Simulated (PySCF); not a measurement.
**singlet CH5B at 6 levels**

We compute a comparison of 6 runs (RPA/STO-3G, RPA@PBE/STO-3G, BCCD(T)/STO-3G, CCSDT/STO-3G, CCSD(T)/STO-3G, FCI/STO-3G) of singlet CH5B. 

The calculation is run with PySCF 2.14.0.

## 1. The molecule

The species is CH5B (7 atoms), typed as a singlet with charge 0. As SMILES of the parent species, `[BH2-]C`. The shape comes from GFN2-xTB, which is rough for such elements, and wasn't checked as a minimum. That shape belongs to the parent species and isn't relaxed for this state.

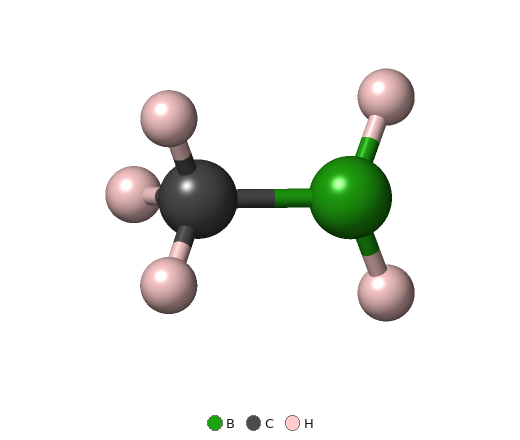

The structure, seen from a chosen angle (boron green, carbon dark grey, hydrogen pink).

## 2. A single-point energy at RPA/STO-3G (run 1)

calc.py reads:

```python
from pyscf import gto
from pyscf.gw.rpa import RPA

mol = gto.M(
    atom=[
    ('B', (-0.367620, -0.876680, 0.296410)),
    ('C', (0.129860, 0.657930, -0.010930)),
    ('H', (0.566410, -1.652080, 0.572900)),
    ('H', (-1.111250, -1.340120, -0.587590)),
    ('H', (0.713810, 1.090030, 0.817870)),
    ('H', (0.779370, 0.770230, -0.909000)),
    ('H', (-0.710590, 1.350700, -0.179660)),
],
    verbose=3,
    basis='sto-3g',
    max_memory=1860,
    spin=0,
)

hf = mol.RHF()
hf.conv_tol = 1e-10
hf.kernel()
if not hf.converged:
    hf = hf.newton().run(hf.mo_coeff, hf.mo_occ)

rpa = RPA(hf, frozen=2)
rpa.kernel()
e_exx = hf.e_tot
energy = e_exx + rpa.e_corr
print('E(%s) = %.9f' % ('RPA', energy))
```

Started as:

```console
OMP_NUM_THREADS=1 python calc.py
```

What it wrote:

```text
converged SCF energy = -64.6236305316903
E(RPA) = -64.7562019210589  E_corr = -0.130929807177276  E_hf = -64.6252721138816
E(RPA) = -64.754560339
```

Run time: 0.7 s. Hardware: 1 thread of Arm Neoverse V2, shared host; peak memory 0.12 GiB.

## 3. A single-point energy at RPA@PBE/STO-3G (run 2)

run.py reads:

```python
from pyscf import gto, dft
from pyscf.gw.rpa import RPA

mol = gto.M(
    atom=[
    ('B', (-0.367620, -0.876680, 0.296410)),
    ('C', (0.129860, 0.657930, -0.010930)),
    ('H', (0.566410, -1.652080, 0.572900)),
    ('H', (-1.111250, -1.340120, -0.587590)),
    ('H', (0.713810, 1.090030, 0.817870)),
    ('H', (0.779370, 0.770230, -0.909000)),
    ('H', (-0.710590, 1.350700, -0.179660)),
],
    verbose=3,
    charge=0,
    max_memory=1860,
    basis='sto-3g',
    spin=0,
)

myscf = dft.RKS(mol)
myscf.xc = 'pbe'
myscf.conv_tol = 1e-10
myscf.grids.level = 5
myscf.kernel()
if not myscf.converged:
    myscf = myscf.newton().run(myscf.mo_coeff, myscf.mo_occ)

rpa = RPA(myscf, frozen=2)
rpa.kernel()
e_exx = myscf.to_hf().energy_tot(myscf.make_rdm1())
energy = e_exx + rpa.e_corr
print(f'total energy: {energy:.8f} hartree')
```

Started as:

```console
OMP_NUM_THREADS=1 python run.py
```

What it wrote:

```text
converged SCF energy = -65.0017025875392
E(RPA) = -64.8204594847728  E_corr = -0.200973198525698  E_hf = -64.6194862862471
total energy: -64.81883613 hartree
```

Wall time 2.4 s (1 thread of Arm Neoverse V2, shared host); peak memory 0.18 GiB.

Runs 3 to 5 aren't shown in full; the table further down has their settings and results.

## 4. A single-point energy at FCI/STO-3G (run 6)

input.xyz reads:

```xyz
7
CH5B
B     -0.367620    -0.876680     0.296410
C      0.129860     0.657930    -0.010930
H      0.566410    -1.652080     0.572900
H     -1.111250    -1.340120    -0.587590
H      0.713810     1.090030     0.817870
H      0.779370     0.770230    -0.909000
H     -0.710590     1.350700    -0.179660
```

job.py reads:

```python
from pyscf import gto, scf, mcscf
from pyscf import fci

mol = gto.M(
    atom='input.xyz',
    basis='sto-3g',
    max_memory=1860,
    verbose=4,
    spin=0,
    charge=0,
)

mf = scf.RHF(mol)
mf.conv_tol = 1e-10
mf.kernel()
if not mf.converged:
    mf = mf.newton().run(mf.mo_coeff, mf.mo_occ)

cas = mcscf.CASCI(mf, mf.mo_coeff.shape[-1] - 2, (mol.nelec[0] - 2, mol.nelec[1] - 2))  # full CI above the frozen core
cas.fcisolver = fci.direct_spin0.FCI(mol)  # even spin states alone
cas.kernel()
print('<S^2> = %.4f' % cas.fcisolver.spin_square(cas.ci, cas.ncas, cas.nelecas)[0])
e_tot = cas.e_tot
print('E = %.10f Eh' % e_tot)
```

Started as:

```console
OMP_NUM_THREADS=1 python job.py
```

What it wrote:

```text
PySCF version 2.14.0

[... 59 lines left out ...]
converged SCF energy = -64.6236305316903
[... 1 line left out ...]
******** <class 'pyscf.mcscf.casci.CASCI'> ********
CAS (6e+6e, 13o), ncore = 2, nvir = 0
natorb = False
canonicalization = True
sorting_mo_energy = False
******** <class 'pyscf.fci.direct_spin0.FCISolver'> ********
max. cycles = 100
conv_tol = 1e-10
davidson only = False
linear dependence = 1e-14
level shift = 0.001
max iter space = 12
nroots = 1
pspace_size = 400
spin = None
Density matrix diagonal elements [1.98386879 1.9738943  1.97441214 1.97133625 1.96953198 1.96966163
 0.01720192 0.02690106 0.02540495 0.0230981  0.02092631 0.02124203
 0.02252052]
CASCI converged
CASCI E = -64.7523950605951  E(CI) = -29.2352899561315  S^2 = 0.0000000
<S^2> = 0.0000
E = -64.7523950606 Eh
```

Wall time 43 s (1 thread of Arm Neoverse V2, shared host); peak memory 0.76 GiB.

## 5. Overview of the runs

| run | level | integration grid | energy (Eh) | dipole moment (D) of the reference | HOMO energy (eV) | LUMO energy (eV) | wall time |
| --- | --- | --- | --- | --- | --- | --- | --- |
| 1 | RPA/STO-3G | – | -64.754560 | 0.88 | -11.02 | 5.73 | 0.7 s |
| 2 | RPA@PBE/STO-3G | 5 | -64.818836 | 0.74 | -5.94 | -0.69 | 2.4 s |
| 3 | BCCD(T)/STO-3G | – | -64.752034 | – | – | – | 0.8 s |
| 4 | CCSDT/STO-3G | – | -64.752325 | 0.88 | -11.02 | 5.73 | 0.92 s |
| 5 | CCSD(T)/STO-3G | – | -64.752048 | 0.88 | -11.02 | 5.73 | 0.74 s |
| 6 | FCI/STO-3G | – | -64.752395 | 0.88 | -11.02 | 5.73 | 43 s |

## 6. Results

| quantity | value |
| --- | --- |
| run 6: total energy | -64.75240 Eh |
| run 6: dipole moment (Hartree–Fock density) | 0.88 D |
| run 6: HOMO energy (Hartree–Fock orbitals) | -11.02 eV |
| run 6: LUMO energy (Hartree–Fock orbitals) | 5.73 eV |
| run 6: HOMO–LUMO gap (Hartree–Fock orbitals) | 16.75 eV |
| run 6: correlation energy (2 core orbitals frozen) | -128.8 mEh |

In words: Against full CI in this basis: BCCD(T) +0.4 mEh; CCSDT +0.1 mEh; CCSD(T) +0.3 mEh. All runs together took 49 s, the longest 43 s.
